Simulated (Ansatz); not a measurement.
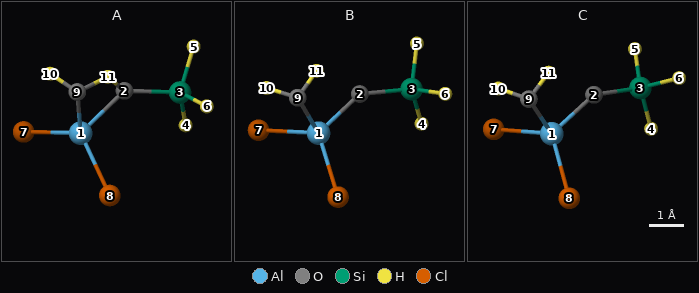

3 geometries from a converged minimum-energy path of AlSiH₅O₂Cl₂, shuffled. Style: ball-and-stick. Shown at a tilt.

These are results of Ansatz, RKS PBE-D4/6-31G*, not measurements. Set-up: 5 movable images; climbing image; force threshold 0.05 eV/Å; iteration limit 60; starting path through a guess of the saddle point.

> One of them is the converged climbing image. Which?

A. In order along the path, whose images run from 0 to 6: C (image 0, 0.00 eV), B (image 1, 0.00 eV), A (image 3, +0.43 eV). A hydrogen atom shifts from one atom to another. Breaking: O9–H11 (0.99 → 1.31 at the top → 2.23 Å). Forming: O2–H11 (2.33 → 1.20 at the top → 0.99 Å).
